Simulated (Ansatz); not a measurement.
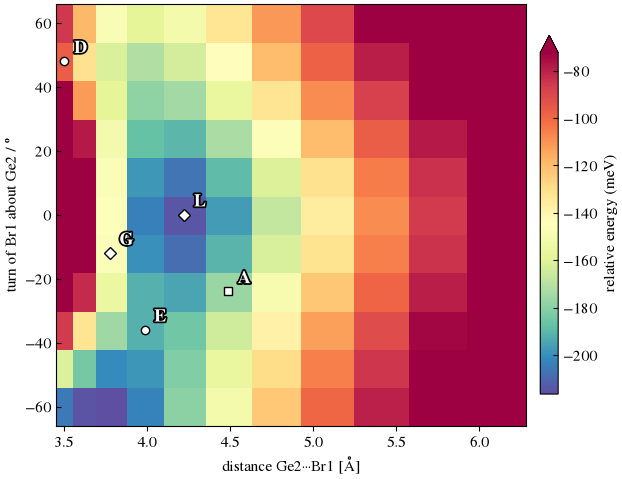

The pair Br···GeH₄, charge −1. 
- The turn is about an axis along (−0.99, 0.12, 0.03) in the frame of the relaxed pair, normal to the line between the partners.
- Coordinates scanned: (1) distance Ge2···Br1; (2) turn of Br1 about Ge2.
- The grid has 11 × 11 points.
- Points are written as (first, second).
- Energies: meV, counted from the ion and the molecule far apart, frozen as in the relaxed pair, each in its own basis (no counterpoise correction).
- Level of theory: RKS B3LYP-D4/def2-TZVPD in Ansatz 0.2.0.

The picture shows one coloured cell a grid point, one colour for all values above the top of the scale, lettered points.

Q: What kind of point is each of A, E, L: minimum, saddle, maximum or slope?

A: A: on a slope; E: saddle point; L: minimum. (In these two coordinates alone; a stationary point may lie a little off the grid point.)

Q: Rank the lettered points by energy, lowest first.

A: L (−215 meV), E (−192 meV), A (−177 meV), G (−148 meV), D (−97 meV).
